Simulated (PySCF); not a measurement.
## A study: F6W, SMILES `F[W](F)(F)(F)(F)F`

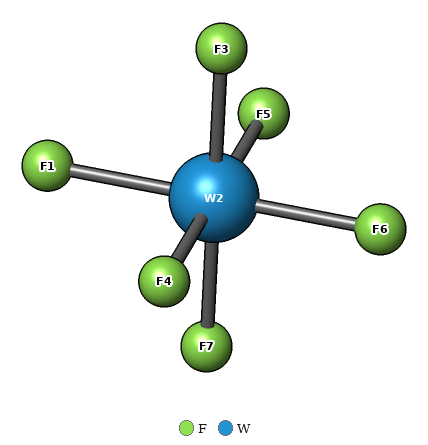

The molecule, with its atoms numbered as below. No frequency check shows the geometry to be a minimum.

Coordinates in Å:

```
F1      -1.3011    0.1471   -1.2888
W2      -0.0000   -0.0000    0.0001
F3      -0.0416    1.8198    0.2496
F4      -1.2972   -0.2063    1.2849
F5       1.2969    0.2066   -1.2848
F6       1.3011   -0.1472    1.2890
F7       0.0423   -1.8197   -0.2503
```

Part 1: Bonding charge

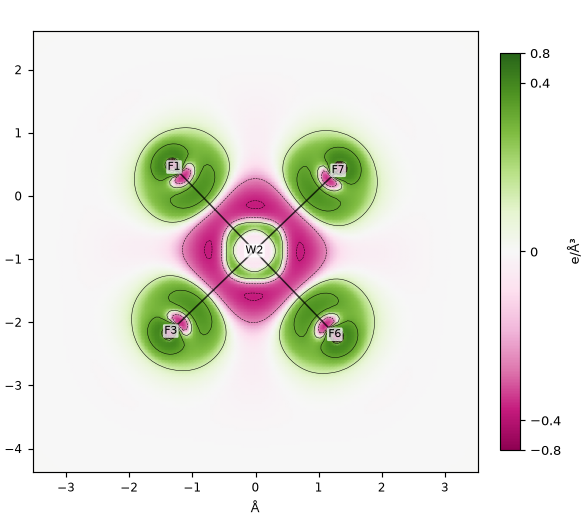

Deformation density (molecule less spherical, spin-averaged free atoms) in the plane of F1, W2, F3, F6 and F7; colour scale in e/Å³, logarithmic beyond ±0.1; green: gain, pink: loss.

Method: B3LYP/def2-SVPD; geometry: GFN2-xTB; program: PySCF. Core potentials replace the inner electrons of W; spin–orbit coupling isn't included. This is a single-reference result, which may miss multireference character in this system.

Q: Describe the bonding that the map shows.

A: F1–W2, W2–F7, W2–F3 and W2–F6: −0.02 e/Å³ at the bond critical point (bond length 1.84 Å); up to 0.6 Å beside the axis the gain reaches +0.25 e/Å³. In all, 1.7 electrons gather in the regions of gain relative to the promolecule. A small or negative value marks a very polar bond, one between electron-rich atoms, whose free-atom densities already overlap strongly, a long bond to a heavier atom, or a closed-shell contact such as a hydrogen bond.

Q: Where do the Hirshfeld charges lie?

A: The highest Hirshfeld charge is on W2 (+1.17 e), the lowest on F1, F3, F4, F5, F6 and F7 (−0.20 e).

Part 2: Local ionisation energy

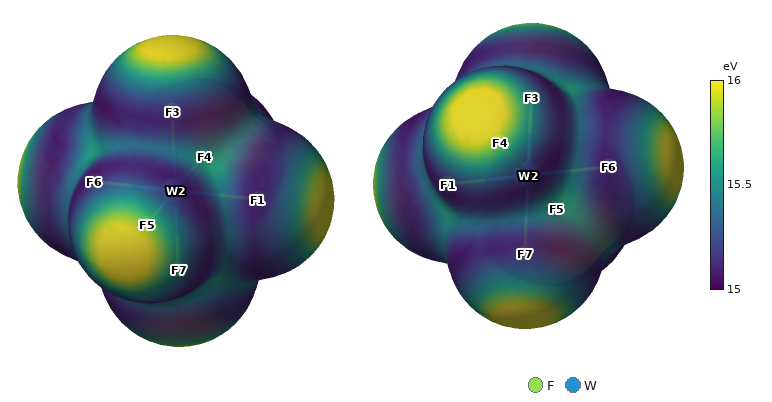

Average local ionisation energy on the surface of electron density 0.001 a.u. (back view left, front view right).

Q: Where are the most loosely bound electrons on this surface?

A: The lowest value is 15.0 eV, 1.7 Å from F7, and at like points elsewhere. For comparison, the highest occupied orbital lies at −12.6 eV.

Part 3: In an electric field

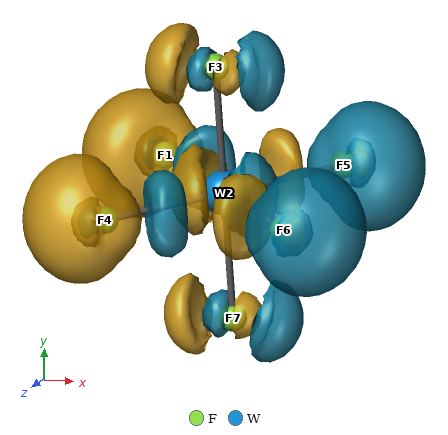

Change of the electron density in a uniform field of 0.21 V/Å, surfaces at ±0.0015 e/Å³ (yellow: gain, teal: loss).

Q: Along which Cartesian direction does the field point?

A: Along +x: electrons gather on the −x side, against the field.

Q: What dipole is induced, and what polarisability does it imply?

A: The induced dipole is 0.48 D (along the field); α along this axis, from the fields in both directions, is 47 bohr³ (7.0 Å³).

Q: Which atoms gain and lose the most charge?

A: Electrons gather most on F1 and F4 alike (Hirshfeld charge changes by −0.010 e) and leave F5 and F6 alike most (+0.010 e); 0.041 electrons are displaced in all.
